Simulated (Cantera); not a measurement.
A closed system holds: 1 mol PH3, 1.9 mol H2, at 825 K.

These are equilibrium values from Cantera (NASA tables, ideal gas, pure condensed phases), not measurements of a reactor. Candidate condensed phases: P; 7 gas species. The ideal-gas law is rough above about 30 bar. The numbers say what is thermodynamically allowed, not how fast it happens.

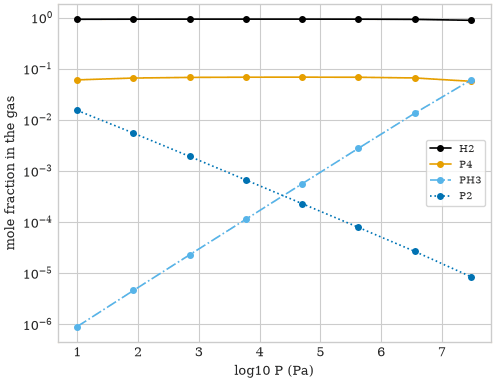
Fig. 1. Equilibrium gas composition (values under 1e-9 drawn at 1e-9)

From 10.0 Pa to 3.00e7 Pa nothing is condensed. The main P-bearing gas is P4 throughout.
